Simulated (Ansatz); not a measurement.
# CH₅ClGeO₂: geometry and vibrations

The task is to find a stationary geometry of CH₅ClGeO₂, then compute its harmonic vibrations to see whether it is a minimum and to get the zero-point energy and entropy, and look at its orbitals and charge.

The runs use Ansatz 0.2.0, Gaussian basis; RKS PBE0-D4/def2-TZVP.

Levels to be run: relaxation at PBE-D4/def2-SVP; relaxation at PBE0-D4/def2-TZVP; harmonic vibrations at the same level; a single point in def2-TZVPP for the fields.

### 1 The starting structure

SMILES `C[O][GeH]([OH])[Cl]`, 10 atoms, charge 0, spin multiplicity 1.

Atoms are counted from 1 here; the program's logs count them from 0.

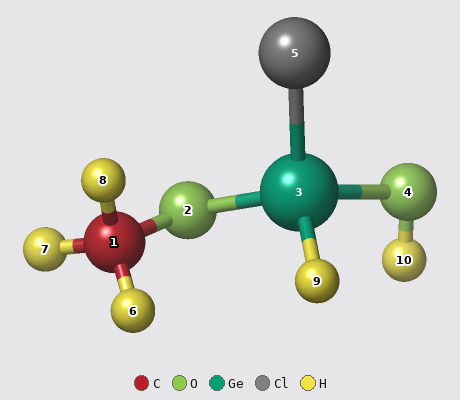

As it starts; carbon red, oxygen green, germanium teal, chlorine grey, hydrogen yellow; atoms are numbered from 1 in the order of the file.

Coordinates:

```mol
CH5ClGeO2
  3D, bonds by distance, orders not assigned

 10  9  0  0  0  0  0  0  0  0999 V2000
   -0.9770   -1.2305   -0.3233 C   0  0
    0.2465   -0.7154   -0.6814 O   0  0
    0.4660    0.8620    0.1473 Ge  0  0
    2.3152    1.2755    0.1515 O   0  0
   -0.5959    2.4114   -0.8863 Cl  0  0
   -1.0995   -1.3632    0.7568 H   0  0
   -1.1703   -2.1474   -0.8524 H   0  0
   -1.7819   -0.4637   -0.6725 H   0  0
    0.0103    0.7856    1.6713 H   0  0
    2.6697    0.5346    0.6920 H   0  0
  1  2  8  0
  2  3  8  0
  3  4  8  0
  3  5  8  0
  1  6  8  0
  1  7  8  0
  1  8  8  0
  3  9  8  0
  4 10  8  0
M  END
```

The start is a force-field geometry with small random shifts, so a cheaper pass at PBE-D4/def2-SVP comes first.

### 2 Relaxation at PBE-D4/def2-SVP (cheap first pass)

File in.yaml:

```yaml
crystal:
  periodic: [false, false, false]
  atoms:
    - {symbol: C, position_ang: [-0.977000, -1.230500, -0.323300]}
    - {symbol: O, position_ang: [0.246500, -0.715400, -0.681400]}
    - {symbol: Ge, position_ang: [0.466000, 0.862000, 0.147300]}
    - {symbol: O, position_ang: [2.315200, 1.275500, 0.151500]}
    - {symbol: Cl, position_ang: [-0.595900, 2.411400, -0.886300]}
    - {symbol: H, position_ang: [-1.099500, -1.363200, 0.756800]}
    - {symbol: H, position_ang: [-1.170300, -2.147400, -0.852400]}
    - {symbol: H, position_ang: [-1.781900, -0.463700, -0.672500]}
    - {symbol: H, position_ang: [0.010300, 0.785600, 1.671300]}
    - {symbol: H, position_ang: [2.669700, 0.534600, 0.692000]}
basis:
  gaussian: {orbitals: def2-SVP}
hamiltonian: {xc: pbe, dispersion: d4}
relax: {f_tol: 0.03, max_steps: 200}
```

Run with:

```bash
$ ansatz run in.yaml --threads 4 --pin off --events-out ev --progress --plain --max-ram 10444MiB
```

The program printed, cut to the lines that bear on the results:

```text
Functional definition: PBE
  name "PBE"
  cite "Perdew, Burke & Ernzerhof, Phys. Rev. Lett. 77, 3865 (1996) doi:10.1103/PhysRevLett.77.3865"
  parent pbe
[...]
1280 factors; their error is unknown
[...]
mean field -74220.39749768 eV, -2727.5492996475 hartree, gradient 3.8e-5 eV, S^2 0.000000; 0 other end points of the search recorded, 0 dependent functions left out
[...]
reference -74220.39753132 eV, -2727.5493008837 hartree; 38, 38 occupied and 79, 79 virtual orbitals, 1280 factors
relax step   1: F+E_penalty+E_count = -74220.61617686 eV  Δ(F+E_penalty+E_count) = +0.000e0 eV  max|allowed force component| = 2.488e0 eV/Å  Δτ_max = 0.0000 Å  (29 SCF iters, accepted)
[...]
relax step   4: F+E_penalty+E_count = -74221.04398465 eV  Δ(F+E_penalty+E_count) = -1.910e-2 eV  max|allowed force component| = 4.031e-1 eV/Å  Δτ_max = 0.0730 Å  (29 SCF iters, accepted)
[...]
relax step   7: F+E_penalty+E_count = -74221.09234030 eV  Δ(F+E_penalty+E_count) = -9.495e-3 eV  max|allowed force component| = 7.773e-1 eV/Å  Δτ_max = 0.1073 Å  (30 SCF iters, accepted)
[...]
relax step  10: F+E_penalty+E_count = -74221.06395458 eV  Δ(F+E_penalty+E_count) = +6.580e-2 eV  max|allowed force component| = 2.106e0 eV/Å  Δτ_max = 0.1953 Å  (35 SCF iters, rejected (line search))
[...]
relax step  13: F+E_penalty+E_count = -74221.16050872 eV  Δ(F+E_penalty+E_count) = -6.773e-3 eV  max|allowed force component| = 1.033e-1 eV/Å  Δτ_max = 0.0921 Å  (29 SCF iters, accepted)
[...]
relax step  14: F+E_penalty+E_count = -74221.16130017 eV  Δ(F+E_penalty+E_count) = -7.915e-4 eV  max|allowed force component| = 2.359e-2 eV/Å  Δτ_max = 0.0293 Å  (30 SCF iters, accepted)
1280 factors; their error is unknown
[...]
mean field -74220.94083326 eV, -2727.5692668616 hartree, gradient 1.1e-5 eV, S^2 0.000000; 1 other end points of the search recorded, 0 dependent functions left out
[...]
reference -74220.94086725 eV, -2727.5692681108 hartree; 38, 38 occupied and 79, 79 virtual orbitals, 1280 factors
Total energy: -74221.16133417 eV, -2727.5773701205 hartree
Atom 0 at    -1.050867    -1.243927    -0.365381 Å, force     0.013963     0.004023     0.000294 eV/Å
Atom 1 at     0.252341    -0.794306    -0.021149 Å, force    -0.023188    -0.006642    -0.004090 eV/Å
Atom 2 at     0.543822     0.873844     0.542131 Å, force    -0.006386    -0.023594    -0.009464 eV/Å
Atom 3 at     2.300859     1.103062     0.484917 Å, force    -0.008950     0.015135    -0.014028 eV/Å
Atom 4 at    -0.502880     2.195788    -0.850069 Å, force     0.015382    -0.002946     0.014276 eV/Å
Atom 5 at    -1.704246    -1.369581     0.529685 Å, force     0.004438     0.002981    -0.009273 eV/Å
Atom 6 at    -0.948265    -2.234827    -0.853645 Å, force    -0.003722     0.000011     0.001043 eV/Å
Atom 7 at    -1.562024    -0.555854    -1.076212 Å, force     0.004869    -0.003924     0.008021 eV/Å
Atom 8 at     0.096571     1.172276     1.985595 Å, force    -0.010810     0.015837     0.016991 eV/Å
Atom 9 at     2.657790     0.802426    -0.372872 Å, force     0.014403    -0.000882    -0.003770 eV/Å
Dipole moment:    -0.132818    -0.224353    -0.018783 e Å
```

Wall time 24 s (4 threads of Intel Xeon Platinum 8259CL at 2.50GHz, shared host).

Step by step: (the energy doesn't fall at every step)

```
step  energy from step 1 (eV)  largest force component (eV/Å)
   1                   0.0000                          2.4877
   2                  -0.3352                          1.1341
   3                  -0.4087                          0.5704
   4                  -0.4278                          0.4031
   5                  -0.4485                          0.3386
   6                  -0.4667                          0.6208
   7                  -0.4762                          0.7773
   8                  -0.5073                          0.2451
   9                  -0.5136                          0.2146
  10                  -0.4478                          2.1058
  11                  -0.5320                          0.0951
  12                  -0.5376                          0.4425
  13                  -0.5443                          0.1033
  14                  -0.5451                          0.0236
```

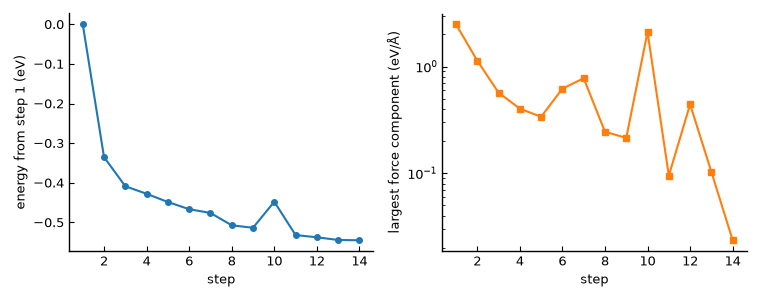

Energy and largest force along the relaxation.

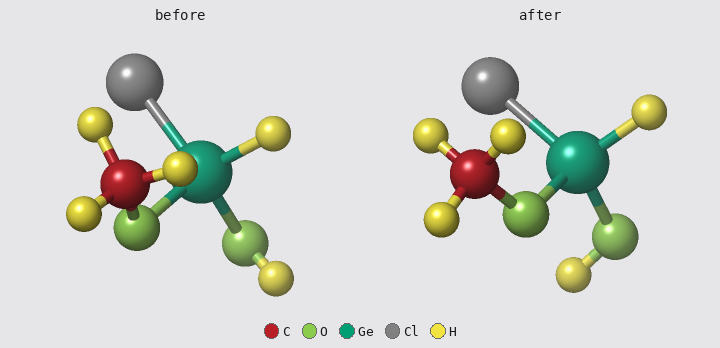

Before and after, at one scale.

Distances of close pairs at the start and the end, largest changes first:

```
   bond  before (Å)  after (Å)  change (Å)
 Ge3–O4       1.895      1.773      -0.122
 Ge3–H9       1.593      1.540      -0.052
  C1–H8       1.165      1.114      -0.052
  C1–O2       1.375      1.421      +0.046
Ge3–Cl5       2.144      2.187      +0.043
  C1–H7       1.076      1.109      +0.033
  C1–H6       1.095      1.115      +0.020
 O2–Ge3       1.795      1.785      -0.011
```

### 3 Relaxation at PBE0-D4/def2-TZVP

File in.yaml:

```yaml
crystal:
  periodic: [false, false, false]
  atoms:
    - {symbol: C, position_ang: [-1.050867, -1.243927, -0.365381]}
    - {symbol: O, position_ang: [0.252341, -0.794306, -0.021149]}
    - {symbol: Ge, position_ang: [0.543822, 0.873844, 0.542131]}
    - {symbol: O, position_ang: [2.300859, 1.103062, 0.484917]}
    - {symbol: Cl, position_ang: [-0.502880, 2.195788, -0.850069]}
    - {symbol: H, position_ang: [-1.704246, -1.369581, 0.529685]}
    - {symbol: H, position_ang: [-0.948265, -2.234827, -0.853645]}
    - {symbol: H, position_ang: [-1.562024, -0.555854, -1.076212]}
    - {symbol: H, position_ang: [0.096571, 1.172276, 1.985595]}
    - {symbol: H, position_ang: [2.657790, 0.802426, -0.372872]}
basis:
  gaussian: {orbitals: def2-TZVP}
hamiltonian: {xc: pbe0, dispersion: d4}
relax: {f_tol: 0.005, max_steps: 150}
```

Launched as before.

The program printed, cut to the lines that bear on the results:

```text
Functional definition: PBE0
  name "PBE0"
  cite "Adamo & Barone, J. Chem. Phys. 110, 6158 (1999) doi:10.1063/1.478522"
  cite "Perdew, Burke & Ernzerhof, Phys. Rev. Lett. 77, 3865 (1996) doi:10.1103/PhysRevLett.77.3865"
  parent pbe
[...]
1371 factors; their error is unknown
[...]
mean field -74241.40180885 eV, -2728.3211938457 hartree, gradient 2.4e-5 eV, S^2 0.000000; 0 other end points of the search recorded, 0 dependent functions left out
[...]
reference -74241.40184055 eV, -2728.3211950107 hartree; 38, 38 occupied and 170, 170 virtual orbitals, 1371 factors
relax step   1: F+E_penalty+E_count = -74241.58961735 eV  Δ(F+E_penalty+E_count) = +0.000e0 eV  max|allowed force component| = 7.209e-1 eV/Å  Δτ_max = 0.0000 Å  (30 SCF iters, accepted)
[...]
Atom 0 at    -1.049121    -1.233818    -0.362739 Å, force    -0.001653    -0.001363     0.000042 eV/Å
Atom 1 at     0.258450    -0.776817    -0.083684 Å, force     0.000093     0.000161    -0.000049 eV/Å
Atom 2 at     0.540274     0.847820     0.524862 Å, force     0.001191    -0.000032     0.000330 eV/Å
Atom 3 at     2.271610     1.097157     0.475404 Å, force     0.000812    -0.001910    -0.004340 eV/Å
Atom 4 at    -0.464643     2.208724    -0.807194 Å, force    -0.001000    -0.000132    -0.000096 eV/Å
Atom 5 at    -1.666472    -1.281747     0.542296 Å, force     0.001011     0.000233    -0.002273 eV/Å
Atom 6 at    -0.963650    -2.241701    -0.772614 Å, force     0.000044     0.002547     0.001392 eV/Å
Atom 7 at    -1.553447    -0.598762    -1.098423 Å, force     0.000765    -0.000768     0.000691 eV/Å
Atom 8 at     0.051372     1.092172     1.949958 Å, force     0.000386     0.000015    -0.000122 eV/Å
Atom 9 at     2.658728     0.835874    -0.364865 Å, force    -0.001649     0.001249     0.004425 eV/Å
Dipole moment:    -0.162165    -0.255029     0.006135 e Å
```

Run time: 48 s. Hardware: 4 threads of Intel Xeon Platinum 8259CL at 2.50GHz, shared host; peak memory 0.66 GiB.

Step by step:

```
step  energy from step 1 (eV)  largest force component (eV/Å)
   1                   0.0000                          0.7209
   2                  -0.0491                          0.2710
   3                  -0.0556                          0.0817
   4                  -0.0565                          0.0450
   5                  -0.0569                          0.0534
   6                  -0.0573                          0.0216
   7                  -0.0575                          0.0076
   8                  -0.0576                          0.0095
   9                  -0.0577                          0.0108
  10                  -0.0577                          0.0044
```

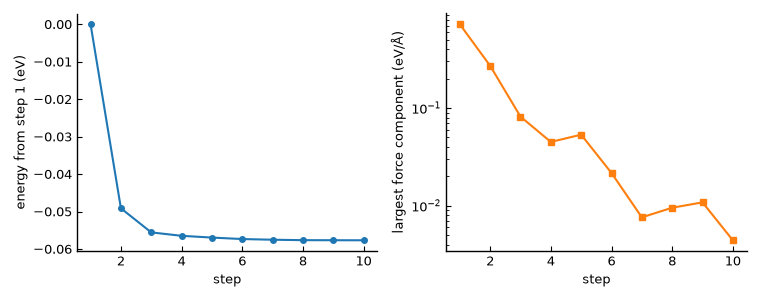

Energy and largest force along the relaxation.

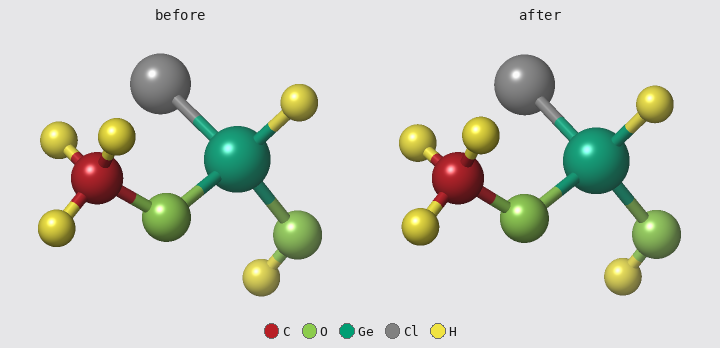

Before and after, at one scale.

Close pairs (by a distance rule), those that changed most:

```
   bond  before (Å)  after (Å)  change (Å)
Ge3–Cl5       2.187      2.153      -0.033
 O2–Ge3       1.785      1.758      -0.027
 Ge3–O4       1.773      1.750      -0.023
  C1–H6       1.115      1.097      -0.019
  C1–H8       1.114      1.095      -0.019
  C1–H7       1.109      1.091      -0.018
 O4–H10       0.977      0.961      -0.015
 Ge3–H9       1.540      1.526      -0.014
```

Mulliken charges of the relaxed molecule (report file):

```
atom  value (e)
  C1      -0.21
  O2      -0.38
 Ge3       0.70
  O4      -0.54
 Cl5      -0.32
  H6       0.12
  H7       0.14
  H8       0.13
  H9       0.04
 H10       0.33
```

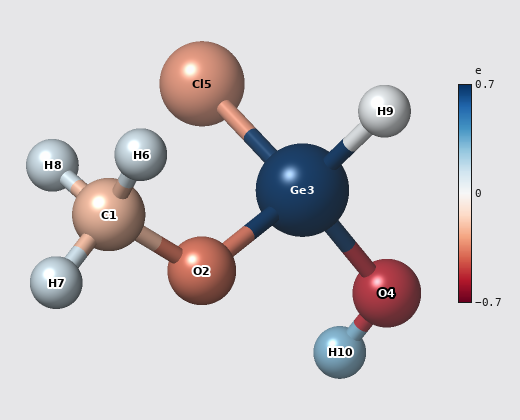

Mulliken charges of the relaxed molecule (report file), as colours on the atoms.

### 4 Vibrations by finite differences

File in.yaml:

```yaml
crystal:
  periodic: [false, false, false]
  atoms:
    - {symbol: C, position_ang: [-1.049121, -1.233818, -0.362739]}
    - {symbol: O, position_ang: [0.258450, -0.776817, -0.083684]}
    - {symbol: Ge, position_ang: [0.540274, 0.847820, 0.524862]}
    - {symbol: O, position_ang: [2.271610, 1.097157, 0.475404]}
    - {symbol: Cl, position_ang: [-0.464643, 2.208724, -0.807194]}
    - {symbol: H, position_ang: [-1.666472, -1.281747, 0.542296]}
    - {symbol: H, position_ang: [-0.963650, -2.241701, -0.772614]}
    - {symbol: H, position_ang: [-1.553447, -0.598762, -1.098423]}
    - {symbol: H, position_ang: [0.051372, 1.092172, 1.949958]}
    - {symbol: H, position_ang: [2.658728, 0.835874, -0.364865]}
basis:
  gaussian: {orbitals: def2-TZVP}
hamiltonian: {xc: pbe0, dispersion: d4}
phonons: {temperatures: {t_min: 298.15, t_max: 900, t_step: 200}}
```

Same command.

The program printed, cut to the lines that bear on the results:

```text
Functional definition: PBE0
  name "PBE0"
  cite "Adamo & Barone, J. Chem. Phys. 110, 6158 (1999) doi:10.1063/1.478522"
  cite "Perdew, Burke & Ernzerhof, Phys. Rev. Lett. 77, 3865 (1996) doi:10.1103/PhysRevLett.77.3865"
  parent pbe
[...]
1371 factors; their error is unknown
[...]
mean field -74241.45800100 eV, -2728.3232588690 hartree, gradient 2.9e-5 eV, S^2 0.000000; 0 other end points of the search recorded, 0 dependent functions left out
[...]
reference -74241.45803223 eV, -2728.3232600166 hartree; 38, 38 occupied and 170, 170 virtual orbitals, 1371 factors
[...]
1371 factors; their error is unknown
mean field -74241.45784462 eV, -2728.3232531224 hartree, gradient 1.4e-6 eV, S^2 0.000000; 0 other end points of the search recorded, 0 dependent functions left out
[...]
reference -74241.45787587 eV, -2728.3232542707 hartree; 38, 38 occupied and 170, 170 virtual orbitals, 1371 factors
[...]
Atom 2 at     0.540274     0.847820     0.524862 Å, force     0.001163     0.000414     0.000433 eV/Å
Atom 3 at     2.271610     1.097157     0.475404 Å, force     0.000826    -0.001952    -0.004375 eV/Å
Atom 4 at    -0.464643     2.208724    -0.807194 Å, force    -0.000960    -0.000428    -0.000062 eV/Å
Atom 5 at    -1.666472    -1.281747     0.542296 Å, force     0.001028     0.000192    -0.002269 eV/Å
Atom 6 at    -0.963650    -2.241701    -0.772614 Å, force     0.000041     0.002563     0.001372 eV/Å
Atom 7 at    -1.553447    -0.598762    -1.098423 Å, force     0.000826    -0.000672     0.000775 eV/Å
Atom 8 at     0.051372     1.092172     1.949958 Å, force     0.000396     0.000006    -0.000119 eV/Å
Atom 9 at     2.658728     0.835874    -0.364865 Å, force    -0.001654     0.001259     0.004423 eV/Å
Dipole moment:    -0.162167    -0.255026     0.006134 e Å
Vibrations: 68.79 107.43 130.89 165.73 238.08 239.68 305.24 419.56 653.68 698.62 718.30 756.51 943.57 1120.27 1180.06 1201.07 1476.30 1494.64 1498.22 2213.64 3014.86 3081.13 3122.28 3882.96 cm⁻¹, zero-point energy 1.781127 eV
```

Wall time 3.1 min (4 threads of Intel Xeon Platinum 8259CL at 2.50GHz, shared host); peak memory 0.68 GiB.

Motions are named by where the mode's potential energy lies. The modes, unscaled (a negative number is an imaginary wavenumber):

```
mode  cm⁻¹             motion
   1    69            torsion
   2   107            torsion
   3   131               bend
   4   166  bend with torsion
   5   238  torsion with bend
   6   240  bend with torsion
   7   305               bend
   8   420      Ge–Cl stretch
   9   654       Ge–O stretch
  10   699               bend
  11   718  bend with torsion
  12   757       Ge–O stretch
  13   944               bend
  14  1120        C–O stretch
  15  1180               bend
  16  1201               bend
  17  1476               bend
  18  1495               bend
  19  1498               bend
  20  2214       Ge–H stretch
  21  3015        C–H stretch
  22  3081        C–H stretch
  23  3122        C–H stretch
  24  3883        O–H stretch
```

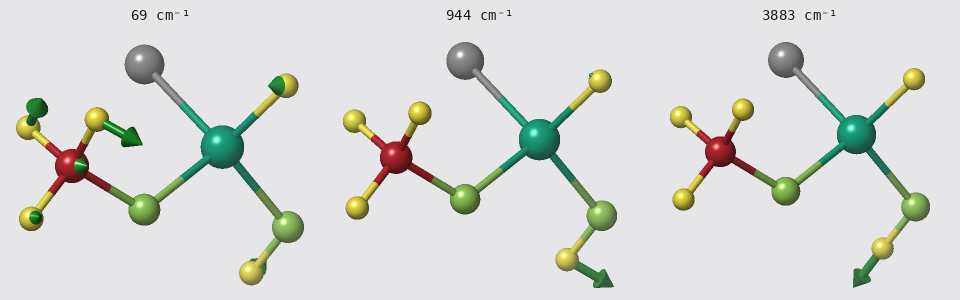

Displacements of 3 modes, as arrows.

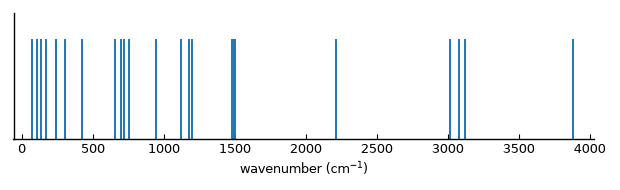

The harmonic wavenumbers as sticks (no intensities were computed).

From these modes and the moments of inertia (298.15 K, 1 bar, symmetry number 1):

```
                term            value
   zero-point energy     171.9 kJ/mol
          H(298) − E     195.1 kJ/mol
entropy, translation  171.9 J/(mol K)
   entropy, rotation  116.2 J/(mol K)
  entropy, vibration   85.0 J/(mol K)
      entropy, total  373.1 J/(mol K)
```

### 5 Orbitals, density and potential

in.yaml: that of step 4 with these lines changed.

```diff
@@ -14,4 +14,4 @@
 basis:
-  gaussian: {orbitals: def2-TZVP}
+  gaussian: {orbitals: def2-TZVPP}
 hamiltonian: {xc: pbe0, dispersion: d4}
-phonons: {temperatures: {t_min: 298.15, t_max: 900, t_step: 200}}
+output: {orbitals: {seedname: orbitals}}
```

Launched as before.

The program printed:

```text
Functional definition: PBE0
  name "PBE0"
  cite "Adamo & Barone, J. Chem. Phys. 110, 6158 (1999) doi:10.1063/1.478522"
  cite "Perdew, Burke & Ernzerhof, Phys. Rev. Lett. 77, 3865 (1996) doi:10.1103/PhysRevLett.77.3865"
  parent pbe
  parameter a = 0.25
  parameter kappa = 0.804
  parameter beta = 0.06672455060314922
  exchange = (1 - a)*pbe_x(kappa = kappa, mu = beta*pi^2/3) + a*exact_x
  correlation = pbe_c(beta = beta)
1503 factors; their error is unknown
mean field evaluation 1: about -74232.2608 eV, gradient 7.3e1 eV
mean field evaluation 2: about -74215.0429 eV, gradient 1.2e2 eV
mean field evaluation 4: about -74241.1819 eV, gradient 5.4e0 eV
mean field evaluation 8: about -74241.2325 eV, gradient 1.6e-1 eV
mean field evaluation 16: about -74241.5362 eV, gradient 2.6e-4 eV
mean field -74241.53623995 eV, -2728.3261340974 hartree, gradient 5.9e-5 eV, S^2 0.000000; 0 other end points of the search recorded, 0 dependent functions left out
reference -74241.53627187 eV, -2728.3261352705 hartree; 38, 38 occupied and 215, 215 virtual orbitals, 1503 factors
Total energy: -74241.72553141 eV, -2728.3330904302 hartree
```

Run time: 4 s. Hardware: 4 threads of Intel Xeon Platinum 8259CL at 2.50GHz, shared host; peak memory 0.78 GiB.

Orbitals, density, ELF and potential are computed afterwards from the orbital file.

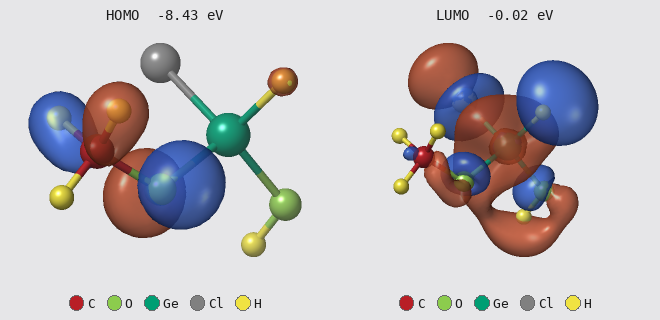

PBE0-D4/def2-TZVPP orbitals near the gap, drawn at the value that encloses 70 % of each; the two colours are the two signs.

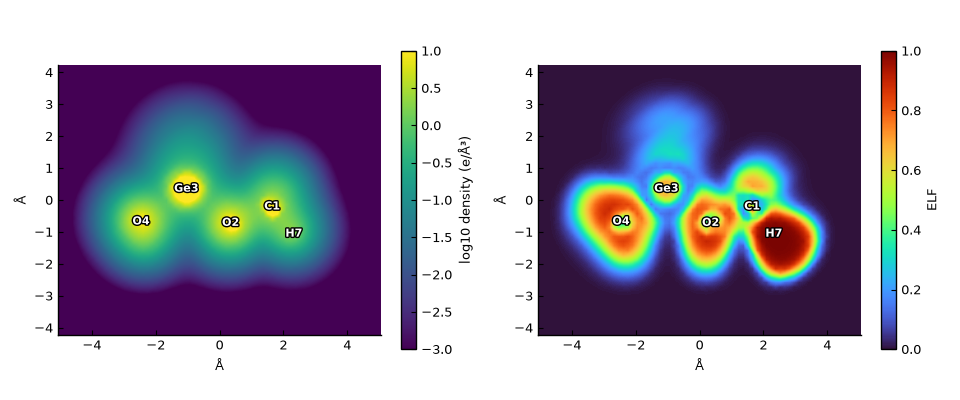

Density (left) and ELF (right) in a plane through or near 5 of the atoms.

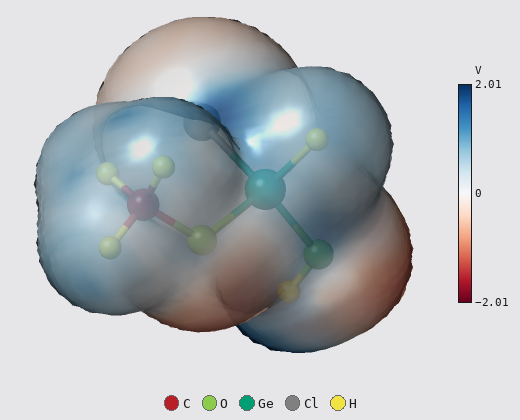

The potential that a unit positive charge feels on the 0.002 e/bohr³ surface, from the 1st to the 99th percentile, from -1.16 V near O4 to 2.01 V near H10.

### 6 Results

```
                  quantity            value
               point group               C1
                     steps          14 + 10
shift from the start (rms)          0.526 Å
              total energy   -74241.6473 eV
           dispersion term         -189 meV
             dipole moment           1.45 D
lowest, highest wavenumber    69, 3883 cm⁻¹
         zero-point energy     171.9 kJ/mol
       entropy at 298.15 K  373.1 J/(mol K)
                HOMO, LUMO  -8.43, -0.02 eV
```

The atoms moved 0.53 Å (rms) from the start; the bond that changed most is Ge3–O4, from 1.895 to 1.750 Å. No mode is imaginary: a true minimum at this level. The stiffest mode, 3883 cm⁻¹, is an O–H stretch, and 4 modes under 200 cm⁻¹ make the vibrational entropy uncertain. Harmonic hybrid wavenumbers usually lie a few per cent above measured fundamentals. The largest Mulliken charge, +0.70 e, sits on Ge3. The HOMO lies mostly on O2 64 %; H6, H8 about 10 % each and the LUMO on Ge3 27 %; Cl5 22 %.
